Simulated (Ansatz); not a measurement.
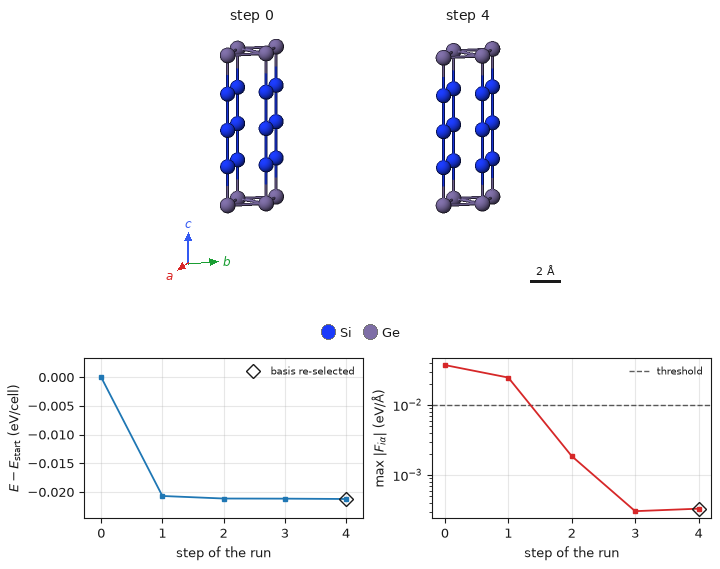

First and last geometry of a relaxation of crystalline Si₃Ge (a generated structure, set up in P6/mmm), with the history of the run. A ball-and-stick model of the cell of the calculation, seen slightly off an axis.

The calculation used Ansatz, DFT PBE, scalar-relativistic, plane waves, PAW. Set-up: plane-wave cutoff 420 eV; k-point mesh 21 × 21 × 6; occupations gaussian; smearing width 0.1 eV; no spin polarisation; cell and atoms relaxed; force threshold 0.01 eV/Å; at most 80 steps.

**Did the run converge, and what did it change?**

It converged. The largest moves relative to the cell, 0.014 Å, are those of Si atoms. Ge stays in place. Cell: a = b 2.693 → 2.715 Å (+0.8 %), c 10.272 → 10.111 Å (−1.6 %). Volume +0.1 %. Among the contacts that change: Ge–Si 2.648 → 2.593 Å, Si–Si 2.488 → 2.463 Å, Ge–Ge 2.693 → 2.715 Å. The space group stays P6/mmm (No. 191). After 3 accepted moves (4 points after the start) the energy has fallen by 21.2 meV per cell of the calculation. The largest force component goes from 0.037 to 0.00033 eV/Å. The pressure goes from 0.12 to 0.00 GPa. At 1 point the geometry stayed and the basis and grid were re-selected for the new cell (energy shift of 0.1 meV per cell of the calculation at most each time).
